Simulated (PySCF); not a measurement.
C$_{6}$H$_{5}$F$_{2}$O$_{2}$ (doublet)

```yaml
atoms:
  - { symbol: C, position_ang: [2.4295, 0.6937, -0.6590] }
  - { symbol: C, position_ang: [1.5815, -0.0358, -0.2343] }
  - { symbol: C, position_ang: [0.4823, -0.8940, 0.2052] }
  - { symbol: C, position_ang: [-0.4374, -1.1117, -0.9473] }
  - { symbol: O, position_ang: [-1.3621, -0.1420, -1.2728] }
  - { symbol: C, position_ang: [-1.5395, 0.8316, -0.3271] }
  - { symbol: F, position_ang: [-0.6040, 1.8218, -0.5251] }
  - { symbol: O, position_ang: [-1.4955, 0.3759, 0.9611] }
  - { symbol: C, position_ang: [-0.3121, -0.2484, 1.3665] }
  - { symbol: F, position_ang: [0.4625, 0.6625, 2.0338] }
  - { symbol: H, position_ang: [3.1933, 1.3244, -1.0038] }
  - { symbol: H, position_ang: [0.9022, -1.8499, 0.5362] }
  - { symbol: H, position_ang: [-0.1698, -1.7219, -1.7888] }
  - { symbol: H, position_ang: [-2.5231, 1.2957, -0.4827] }
  - { symbol: H, position_ang: [-0.6123, -0.9941, 2.1162] }
```

Geometry: GFN2-xTB.

Level of theory: PySCF, UKS B3LYP, pcH-1 on C F H O, non-relativistic, mean-field spin-orbit, GIAO.

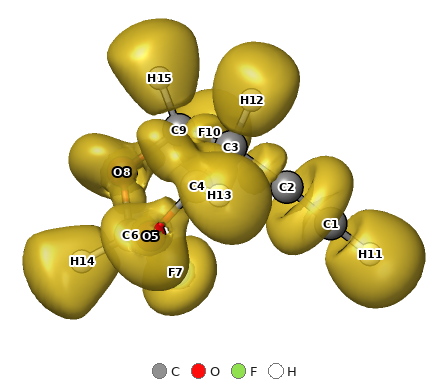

Figure 1. Isosurface of the ELF at 0.75 (yellow), seen at a tilt. Core shells and regions of very low density are left out.

Q: Describe the localisation domains.

A: At this value the surface marks out three regions between bonded C–C atoms (shared pairs), five regions around hydrogen nuclei, two regions on F in which the atom's valence shell and bonds are merged and two regions on O in which the atom's valence shell and bonds are merged. Profiles from the grid: C–C (1.20 Å): the ELF peaks at about 0.85 between the atoms (a multiple bond). C–O (1.37 Å): the ELF peaks at about 0.90 between the atoms, as expected for a polar covalent bond.

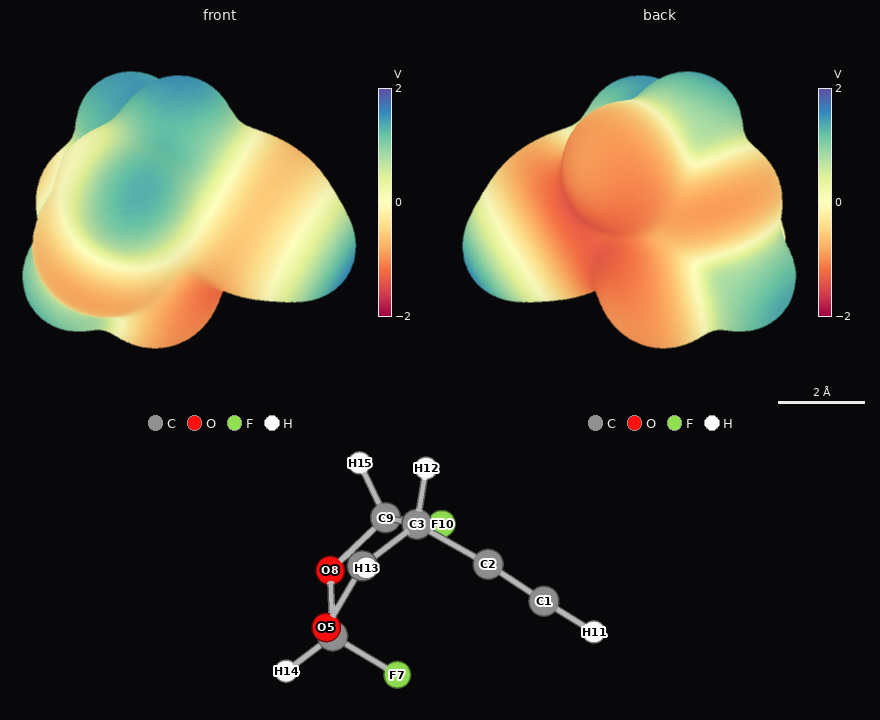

Figure 2. The molecular electrostatic potential painted on the density surface at 0.002 e/bohr³, seen from the front and from behind; red is negative and blue positive. The bare structure is drawn below in the same view.

Q: Where is the surface potential most negative and most positive?

A: The most negative region (about −1.3 V) lies over C1, C2, F7 and F10, the most positive (about +1.5 V) over the C and H atoms.

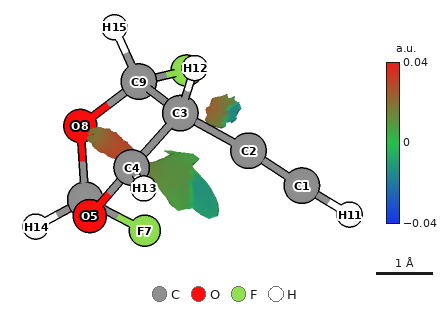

Figure 3. Non-covalent interaction (NCI) plot: the surface where the reduced density gradient is 0.5, for densities under 0.05 a.u., coloured by sign(λ₂)ρ; seen at a tilt.

Q: What holds or crowds the atoms apart from the covalent bonds?

A:
- Between C2 and C3 on one side and F10 and C9 on the other: a weak contact, attractive (blue-green) on one side and crowded (olive to red) on the other
- Near F7, C2 and C3: mostly steric crowding (olive to red)
- Inside the ring or cage of C3, C4, O5, C6, O8 and C9: steric crowding (red)
